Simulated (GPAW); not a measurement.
# Surface energy and work function of Pt(111) from slabs of 3 to 10 layers (RPBE)

How do energy and work function of Pt(111) films settle with thickness, and what surface energy follows?

Set-up. GPAW 26.7.0, plane waves at 450 eV with PAW setups; symmetric 1×1 slabs cut at the tabulated lattice constant (two decimals; low-temperature values for the alkali metals), atoms at bulk places, 7.5 Å of vacuum on each side, one in-plane mesh for all thicknesses, Fermi-Dirac smearing of 0.1 eV. Energies are extrapolated to zero smearing and count from the program's reference atoms. Functional RPBE. The cell's area is 6.654 Å².

The runs, one held back:

| layers | energy (eV) | work function (eV) |
| --- | --- | --- |
| 3 | −16.2586 | 5.55 |
| 4 | −22.0596 | 5.47 |
| 5 | −27.7768 | 5.47 |
| 6 | −33.5347 | 5.50 |
| 7 | −39.2836 | 5.48 |
| 8 | −45.0262 | 5.48 |
| 9 | −50.7793 | 5.48 |
| 10 | ? | ? |

Q: What surface energy do these runs give, and what energy and work function should the 10-layer slab have?

A: A slab of n layers has E(n) = nε + 2Aγ once its middle is bulk-like. A line through n = 6 to 9 has the slope ε = −5.7476 eV a layer and the intercept 2Aγ = 0.9513 eV (r.m.s. residual 2.2 meV). So γ = 0.9513 / (2 × 6.654 Å²) = 0.0715 eV/Å² = 1.15 J/m², with a standard error of about 0.01 J/m² from the scatter about the line. For 10 layers: 0.9513 + 10 × (−5.7476) = −56.525 eV; the run gives −56.523 eV, 1.8 meV over the line. The work function has no such law: from 6 to 9 layers it moves between 5.48 and 5.50 eV (mean 5.49), and the 10-layer slab gives 5.47 eV. The thinnest slab, 3 layers, lies +0.06 eV from that mean. The measured value for this face is 5.91 eV (“Anisotropic work function of elemental crystals” (2019, arxiv:1902.07811)); the unrelaxed 10-layer slab lies 0.44 eV under it.

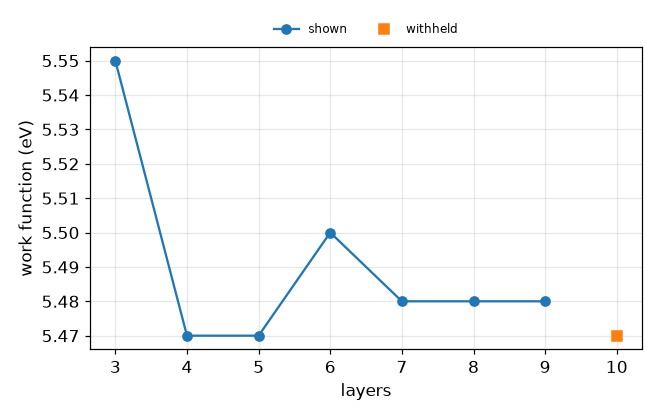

Work function against thickness.

Caveats: The surfaces are unrelaxed, so γ is an upper bound for this functional and lattice constant. The tabulated lattice constant isn't the functional's own, which strains the slab a little. Spin-orbit coupling is left out.
